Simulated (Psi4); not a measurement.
# Run report: CH$_{4}$NSi (charge +1), energy and gradient calculation

The run: energy and gradient calculation of CH$_{4}$NSi, charge +1. Method and program: M06-2X/def2-SVPD, RKS (Psi4 1.11).

The geometry is that of the parent species in another charge or spin state. The geometry comes from this level: GFN2-xTB.

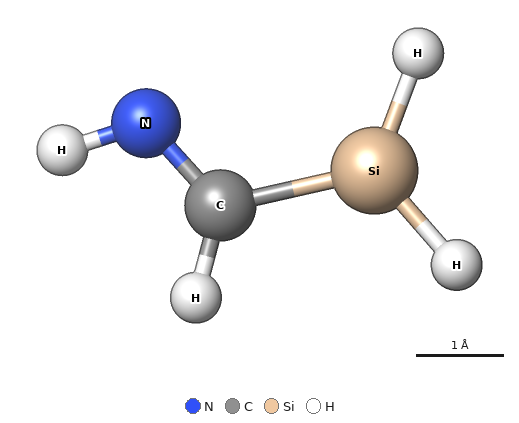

**Figure 1.** The structure as given in the input (ball-and-stick view, seen at a tilt). Bond lengths as drawn: C–H 1.10 Å, C–N 1.29 Å, C–Si 1.83 Å, H–N 1.02 Å and H–Si 1.45 Å.

Input (job.dat)
```
memory 1600 mb

molecule geom {
  1 1
  N     -2.92692121    -0.24972731    -0.30127904
  C     -0.59344959    -0.22136252    -0.97908600
  Si     1.86370460     0.38070423     1.37505921
  H     -4.17020982    -0.59566057    -1.72894823
  H      0.02039014    -0.54713240    -2.94139651
  H      1.32082407     0.83102596     4.01345704
  H      4.48568070     0.40213372     0.56219352
  units au
  symmetry c1
  no_reorient
  no_com
}

set {
  basis def2-SVPD
  reference rks
  puream true
  e_convergence 1e-09
  d_convergence 1e-08
  scf_type pk
  dft_radial_points 99
  dft_spherical_points 590
}

result, w = gradient('m06-2x', return_wfn=True)
oeprop(w, 'MULLIKEN_CHARGES', 'QUADRUPOLE', 'WIBERG_LOWDIN_INDICES', title='M06-2X')
print_variables()
```

Run on 1 thread of Intel Xeon (Granite Rapids), 128 GiB of memory available, shared host.

Command:
```bash
psi4 -i job.dat -o job.out -n 1
```

Log
```
Psi4 1.11 release

gradient() will perform analytic gradient computation.

   => Loading Basis Set <=

    Name: DEF2-SVPD
    Role: ORBITAL
    Keyword: BASIS

         ---------------------------------------------------------
                                   SCF
                              RKS Reference
                        1 Threads,   1525 MiB Core
         ---------------------------------------------------------

  ==> Geometry <==

    Molecular point group: c1
    Full point group: C1

    Geometry (in Bohr), charge = 1, multiplicity = 1:

       Center              X                  Y                   Z               Mass
    ------------   -----------------  -----------------  -----------------  -----------------
         N           -2.926921210000    -0.249727310000    -0.301279040000    14.003074004430
         C           -0.593449590000    -0.221362520000    -0.979086000000    12.000000000000
         SI           1.863704600000     0.380704230000     1.375059210000    27.976926534650
         H           -4.170209820000    -0.595660570000    -1.728948230000     1.007825032230
         H            0.020390140000    -0.547132400000    -2.941396510000     1.007825032230
         H            1.320824070000     0.831025960000     4.013457040000     1.007825032230
         H            4.485680700000     0.402133720000     0.562193520000     1.007825032230

  Running in c1 symmetry.

  Rotational constants: A =      1.39263  B =      0.18890  C =      0.16633 [cm^-1]
  Rotational constants: A =  41749.84825  B =   5662.96170  C =   4986.58197 [MHz]
  Nuclear repulsion =   91.149019506951177

  Charge       = 1
  Multiplicity = 1
  Electrons    = 30
  Nalpha       = 15
  Nbeta        = 15

  ==> Algorithm <==

  SCF Algorithm Type is PK.
  DIIS enabled.
  MOM disabled.
  Fractional occupation disabled.
  Guess Type is SAD.
  Energy threshold   = 1.00e-09
  Density threshold  = 1.00e-08
  Integral threshold = 1.00e-12

  ==> Primary Basis <==

  Basis Set: DEF2-SVPD
    Blend: DEF2-SVPD
    Number of shells: 42
    Number of basis functions: 96
    Number of Cartesian functions: 102
    Spherical Harmonics?: true
    Max angular momentum: 2

  ==> DFT Potential <==

   => LibXC <=

    Version 7.1.2

   => Composite Functional: M06-2X <=

    Deriv               =              1
    GGA                 =           TRUE
    Meta                =           TRUE

    Exchange Hybrid     =           TRUE
    MP2 Hybrid          =          FALSE

   => Exchange Functionals <=

    1.0000   XC_HYB_MGGA_X_M06_2X

   => Exact (HF) Exchange <=

    0.5400               HF

   => Correlation Functionals <=

    1.0000   XC_MGGA_C_M06_2X

   => LibXC Density Thresholds  <==

    XC_MGGA_C_M06_2X:  1.00E-12
    XC_HYB_MGGA_X_M06_2X:  1.00E-15

   => Molecular Quadrature <=

    Radial Scheme          =       TREUTLER
    Pruning Scheme         =           NONE
    Nuclear Scheme         =       TREUTLER

    Blocking Scheme        =         OCTREE
    BS radius alpha        =              1
    Pruning alpha          =              1
    Radial Points          =             99
    Spherical Points       =            590
    Total Points           =         392797
    Total Blocks           =           2885
    Max Points             =            256
    Max Functions          =             95
    Weights Tolerance      =       1.00E-15

  ==> Integral Setup <==

  Using in-core PK algorithm.
   Calculation information:
      Number of atoms:                   7
      Number of AO shells:              42
      Number of primitives:             72
      Number of atomic orbitals:       102
      Number of basis functions:        96

      Integral cutoff                 1.00e-12
      Number of threads:                 1

  Performing in-core PK
  Using 21682992 doubles for integral storage.
  We computed 398793 shell quartets total.
  Whereas there are 408156 unique shell quartets.

  ==> DiskJK: Disk-Based J/K Matrices <==

    J tasked:                  Yes
    K tasked:                  Yes
    wK tasked:                  No
    Memory [MiB]:              648
    Schwarz Cutoff:          1E-12

  Cached 20.0% of DFT collocation blocks in 0.488 [GiB].

  Minimum eigenvalue in the overlap matrix is 3.9131640503E-04.
  Reciprocal condition number of the overlap matrix is 5.0443287508E-05.
    Using symmetric orthogonalization.

  ==> Pre-Iterations <==

  SCF Guess: Superposition of Atomic Densities via on-the-fly atomic UHF (no occupation information).

   -------------------------
    Irrep   Nso     Nmo
   -------------------------
     A         96      96
   -------------------------
    Total      96      96
   -------------------------

  ==> Iterations <==

                        Total Energy        Delta E     RMS |[F,P]|

   @RKS iter SAD:  -383.88863172479029   -3.83889e+02   0.00000e+00
   @RKS iter   1:  -384.07269082439967   -1.84059e-01   4.26716e-03 ADIIS/DIIS
   @RKS iter   2:  -384.02768466875841    4.50062e-02   5.30805e-03 ADIIS/DIIS
   @RKS iter   3:  -384.16170769403203   -1.34023e-01   7.34018e-04 ADIIS/DIIS
   @RKS iter   4:  -384.16368213528534   -1.97444e-03   3.71949e-04 ADIIS/DIIS
   @RKS iter   5:  -384.16429837575180   -6.16240e-04   2.99509e-05 DIIS
   @RKS iter   6:  -384.16430501568038   -6.63993e-06   7.67138e-06 DIIS
   @RKS iter   7:  -384.16430545468256   -4.39002e-07   1.22423e-06 DIIS
   @RKS iter   8:  -384.16430546711689   -1.24343e-08   2.75953e-07 DIIS
   @RKS iter   9:  -384.16430546776098   -6.44093e-10   4.31474e-08 DIIS
   @RKS iter  10:  -384.16430546778184   -2.08615e-11   6.94163e-09 DIIS
  Energy and wave function converged.

  ==> Post-Iterations <==

   Electrons on quadrature grid:
      Ntotal   =   29.9999998489 ; deviation = -1.511e-07

    Orbital Energies [Eh]
    ---------------------

    Doubly Occupied:

       1A    -67.324783     2A    -14.998289     3A    -10.821143
       4A     -5.861752     5A     -4.177948     6A     -4.170063
       7A     -4.169962     8A     -1.219651     9A     -0.939780
      10A     -0.824486    11A     -0.796580    12A     -0.682332
      13A     -0.672142    14A     -0.625066    15A     -0.545630

    Virtual:

      16A     -0.325062    17A     -0.187005    18A     -0.162055
      19A     -0.141316    20A     -0.123741    21A     -0.120835
      22A     -0.080574    23A     -0.071814    24A     -0.047806
      25A     -0.014014    26A     -0.013941    27A      0.004717
      28A      0.024441    29A      0.039151    30A      0.043669
      31A      0.076630    32A      0.085656    33A      0.100959
      34A      0.115307    35A      0.117649    36A      0.130334
      37A      0.151812    38A      0.174748    39A      0.182497
      40A      0.204556    41A      0.221290    42A      0.221572
      43A      0.232864    44A      0.245929    45A      0.253644
      46A      0.259984    47A      0.260852    48A      0.280883
      49A      0.352106    50A      0.355202    51A      0.366279
      52A      0.377602    53A      0.429205    54A      0.436028
      55A      0.448768    56A      0.455955    57A      0.520161
      58A      0.530918    59A      0.551660    60A      0.571806
      61A      0.597790    62A      0.606009    63A      0.641118
      64A      0.768616    65A      0.812406    66A      0.843663
      67A      0.861692    68A      0.941970    69A      0.975756
      70A      1.024676    71A      1.052801    72A      1.152907
      73A      1.360697    74A      1.361389    75A      1.405083
      76A      1.480084    77A      1.544374    78A      1.545333
      79A      1.570976    80A      1.658521    81A      1.673374
      82A      1.701990    83A      1.736950    84A      1.805044
      85A      1.869064    86A      1.940836    87A      1.953780
      88A      2.031863    89A      2.074830    90A      2.271787
      91A      2.385948    92A      2.584787    93A      2.616299
      94A      2.776065    95A      3.077655    96A      3.311592

    Final Occupation by Irrep:
              A
    DOCC [    15 ]
    NA   [    15 ]
    NB   [    15 ]

  @RKS Final Energy:  -384.16430546778184

   => Energetics <=

    Nuclear Repulsion Energy =             91.1490195069511770
    One-Electron Energy =                -701.6176813918093558
    Two-Electron Energy =                 242.6798490735947098
    DFT Exchange-Correlation Energy =     -16.3754926565183716
    Empirical Dispersion Energy =           0.0000000000000000
    VV10 Nonlocal Energy =                  0.0000000000000000
    Total Energy =                       -384.1643054677818441

Computation Completed

Properties will be evaluated at   0.000000,   0.000000,   0.000000 [a0]

Properties computed using the SCF density matrix

 Multipole Moments:

 ------------------------------------------------------------------------------------
     Multipole            Electronic (a.u.)      Nuclear  (a.u.)        Total (a.u.)
 ------------------------------------------------------------------------------------

 L = 1.  Multiply by 2.5417464519 to convert [e a0] to [Debye]
 Dipole X            :         -2.4202590            3.6994035            1.2791445
 Dipole Y            :         -2.2000366            2.3439596            0.1439230
 Dipole Z            :        -10.8672113           11.1726655            0.3054542
 Magnitude           :                                                    1.3229614

 ------------------------------------------------------------------------------------

	total time  =         29 seconds =       0.48 minutes

         ------------------------------------------------------------
                                   SCF GRAD
         ------------------------------------------------------------

  ==> Geometry <==

    Molecular point group: c1
    Full point group: C1

    Geometry (in Bohr), charge = 1, multiplicity = 1:

       Center              X                  Y                   Z               Mass
    ------------   -----------------  -----------------  -----------------  -----------------
         N           -2.926921210000    -0.249727310000    -0.301279040000    14.003074004430
         C           -0.593449590000    -0.221362520000    -0.979086000000    12.000000000000
         SI           1.863704600000     0.380704230000     1.375059210000    27.976926534650
         H           -4.170209820000    -0.595660570000    -1.728948230000     1.007825032230
         H            0.020390140000    -0.547132400000    -2.941396510000     1.007825032230
         H            1.320824070000     0.831025960000     4.013457040000     1.007825032230
         H            4.485680700000     0.402133720000     0.562193520000     1.007825032230

  Nuclear repulsion =   91.149019506951177

  ==> Basis Set <==

  Basis Set: DEF2-SVPD
    Blend: DEF2-SVPD
    Number of shells: 42
    Number of basis functions: 96
    Number of Cartesian functions: 102
    Spherical Harmonics?: true
    Max angular momentum: 2

  ==> DirectJKGrad: Integral-Direct SCF Gradients <==

    Gradient:                    1
    J tasked:                  Yes
    K tasked:                  Yes
    wK tasked:                  No
    Integrals threads:           1
    Schwarz Cutoff:          1E-12

  ==> DFT Potential <==

   => LibXC <=

    Version 7.1.2

   => Composite Functional: M06-2X <=

    Deriv               =              1
    GGA                 =           TRUE
    Meta                =           TRUE

    Exchange Hybrid     =           TRUE
    MP2 Hybrid          =          FALSE

   => Exchange Functionals <=

    1.0000   XC_HYB_MGGA_X_M06_2X

   => Exact (HF) Exchange <=

    0.5400               HF

   => Correlation Functionals <=

    1.0000   XC_MGGA_C_M06_2X

   => LibXC Density Thresholds  <==

    XC_MGGA_C_M06_2X:  1.00E-12
    XC_HYB_MGGA_X_M06_2X:  1.00E-15

   => Molecular Quadrature <=

    Radial Scheme          =       TREUTLER
    Pruning Scheme         =           NONE
    Nuclear Scheme         =       TREUTLER

    Blocking Scheme        =         OCTREE
    BS radius alpha        =              1
    Pruning alpha          =              1
    Radial Points          =             99
    Spherical Points       =            590
    Total Points           =         392797
    Total Blocks           =           2885
    Max Points             =            256
    Max Functions          =             95
    Weights Tolerance      =       1.00E-15

  -Total Gradient:
     Atom            X                  Y                   Z
    ------   -----------------  -----------------  -----------------
       1       -0.027242939995    -0.004270199284    -0.012478094942
       2        0.025578487037     0.004287120114     0.013789133383
       3        0.002195025540    -0.000049758843    -0.002041295326
       4        0.002826832027     0.001526859774     0.006660203027
       5       -0.000492394554     0.000088498986     0.000966064846
       6        0.004610205503    -0.001577604712    -0.009868253674
       7       -0.007486439121    -0.000007845396     0.002951333447

	total time  =          5 seconds =       0.08 minutes

Properties will be evaluated at   0.000000,   0.000000,   0.000000 [a0]

Properties computed using the M06-2X density matrix

 Multipole Moments:

 ------------------------------------------------------------------------------------
     Multipole            Electronic (a.u.)      Nuclear  (a.u.)        Total (a.u.)
 ------------------------------------------------------------------------------------

 L = 1.  Multiply by 2.5417464519 to convert [e a0] to [Debye]
 Dipole X            :         -2.4202590            3.6994035            1.2791445
 Dipole Y            :         -2.2000366            2.3439596            0.1439230
 Dipole Z            :        -10.8672113           11.1726655            0.3054542
 Magnitude           :                                                    1.3229614

 L = 2.  Multiply by 1.3450342976 to convert [e a0^2] to [Debye ang]
 Quadrupole XX       :       -160.8229186          149.9656699          -10.8572488
 Quadrupole XY       :        -19.9053716           21.2123693            1.3069976
 Quadrupole XZ       :        -55.2513832           60.5098203            5.2584372
 Quadrupole YY       :        -19.8050051            4.2661353          -15.5388698
 Quadrupole YZ       :        -14.4376828           15.3564965            0.9188137
 Quadrupole ZZ       :        -73.6708478           60.9230438          -12.7478040
 Traceless XX        :        -76.0566615           78.2473869            2.1907254
 Traceless YY        :         64.9612520          -67.4521477           -2.4908956
 Traceless ZZ        :         11.0954094          -10.7952392            0.3001702

 ------------------------------------------------------------------------------------
  Mulliken Charges: (a.u.)
   Center  Symbol    Alpha    Beta     Spin     Total
       1     N     3.50355  3.50355  0.00000 -0.00710
       2     C     2.96821  2.96821  0.00000  0.06357
       3    SI     6.63168  6.63168  0.00000  0.73665
       4     H     0.46535  0.46535  0.00000  0.06930
       5     H     0.55310  0.55310  0.00000 -0.10620
       6     H     0.42885  0.42885  0.00000  0.14229
       7     H     0.44926  0.44926  0.00000  0.10148

   Total alpha = 15.00000, Total beta = 15.00000, Total charge =  1.00000

  Wiberg Bond Indices using Orthogonal Lowdin Orbitals:

  Irrep: 1 Size: 7 x 7

                 1                   2                   3                   4                   5

    1     0.00000000000000     2.39375404773111     0.34410612445325     1.13119203135824     0.24236591985362
    2     2.39375404773111     0.00000000000000     1.09837756058505     0.29073966010878     0.94804266988126
    3     0.34410612445325     1.09837756058505     0.00000000000000     0.03361145375149     0.15798853682714
    4     1.13119203135824     0.29073966010878     0.03361145375149     0.00000000000000     0.03997028582154
    5     0.24236591985362     0.94804266988126     0.15798853682714     0.03997028582154     0.00000000000000
    6     0.01552009396225     0.13210780227107     0.96324373966271     0.00137080536901     0.00774953999794
    7     0.01980256996387     0.12785394893977     0.96455826537251     0.00347335472746     0.01098377575378

                 6                   7

    1     0.01552009396225     0.01980256996387
    2     0.13210780227107     0.12785394893977
    3     0.96324373966271     0.96455826537251
    4     0.00137080536901     0.00347335472746
    5     0.00774953999794     0.01098377575378
    6     0.00000000000000     0.11423295106215
    7     0.11423295106215     0.00000000000000

  Atomic Valences:

 #  #
 Irrep: 1
      1:    4.146740787322338
      2:    4.990875689517033
      3:    3.561885680652150
      4:    1.500357591136509
      5:    1.407100728135267
      6:    1.234224932325139
      7:    1.240904865819533

  Variable Map:
  ----------------------------------------------------------------------------
  "CURRENT ENERGY"              =>    -384.164305467782
  "CURRENT REFERENCE ENERGY"    =>    -384.164305467782
  "DD SOLVATION ENERGY"         =>       0.000000000000
  "DFT FUNCTIONAL TOTAL ENERGY" =>    -384.164305467782
  "DFT TOTAL ENERGY"            =>    -384.164305467782
  "DFT VV10 ENERGY"             =>       0.000000000000
  "DFT XC ENERGY"               =>     -16.375492656518
  "GRID ELECTRONS ALPHA"        =>      14.999999924444
  "GRID ELECTRONS BETA"         =>      14.999999924444
  "GRID ELECTRONS TOTAL"        =>      29.999999848887
  "NUCLEAR REPULSION ENERGY"    =>      91.149019506951
  "ONE-ELECTRON ENERGY"         =>    -701.617681391809
  "PCM POLARIZATION ENERGY"     =>       0.000000000000
  "PE ENERGY"                   =>       0.000000000000
  "SCF ITERATION ENERGY"        =>    -384.164305467782
  "SCF ITERATIONS"              =>      10.000000000000
  "SCF TOTAL ENERGY"            =>    -384.164305467782
  "TWO-ELECTRON ENERGY"         =>     242.679849073595
  "XC GRID RADIAL POINTS"       =>      99.000000000000
  "XC GRID SPHERICAL POINTS"    =>     590.000000000000
  "XC GRID TOTAL POINTS"        =>  392797.000000000000

  Array Variable Map:
  ----------------------------------------------------------------------------
  "CURRENT DIPOLE"              =>       1.279144525888 ... 0.305454218762 1 by 3
  "CURRENT GRADIENT"            =>      -0.027242939995 ... 0.002951333447 7 by 3
  "DFT TOTAL GRADIENT"          =>      -0.027242939995 ... 0.002951333447 7 by 3
  "M06-2X DIPOLE"               =>       1.279144525888 ... 0.305454218762 1 by 3
  "M06-2X QUADRUPOLE"           =>     -10.857248771650 ... -12.747803962860 1 by 6
  "SCF DIPOLE"                  =>       1.279144525888 ... 0.305454218762 1 by 3
  "SCF TOTAL ENERGIES"          =>    -383.888631724790 ... -384.164305467782 1 by 11
  "SCF TOTAL GRADIENT"          =>      -0.027242939995 ... 0.002951333447 7 by 3

    Psi4 run time: 0:00:33.59
```

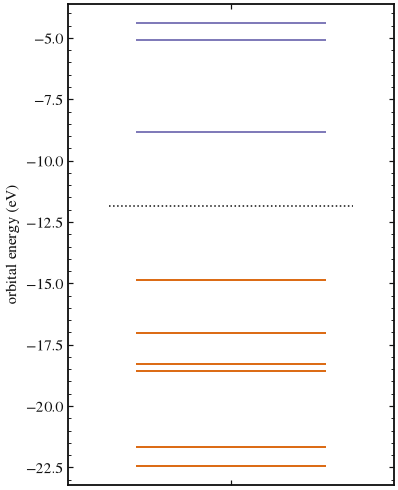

**Figure 2.** Orbital energies near the frontier; the dotted line parts filled from empty levels, and levels within 0.02 eV of each other stand side by side. Highest filled −14.85 eV, lowest empty −8.85 eV, 6.00 eV apart.

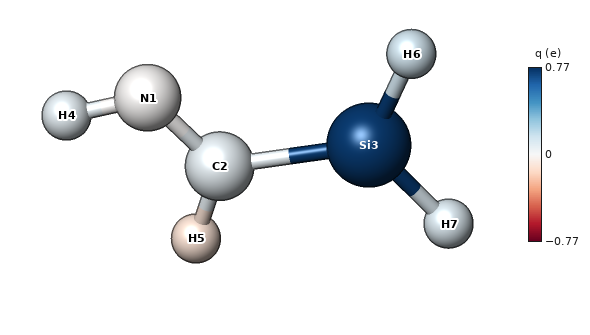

**Figure 3.** Mulliken charges, as the colour of each atom (ball-and-stick view, seen at a tilt; atoms are numbered from 1 in the order of the input). By element: N −0.01, C +0.06, Si +0.74 and H −0.11 to +0.14 e.

Results in brief

| quantity | value |
| --- | --- |
| outcome | converged |
| total energy | −384.164305 hartree |
| basis functions | 96 |
| largest force | 1.556 eV/Å |
| HOMO | −14.85 eV |
| LUMO | −8.85 eV |
| wall time | 35 s |
| peak memory | 0.89 GiB |
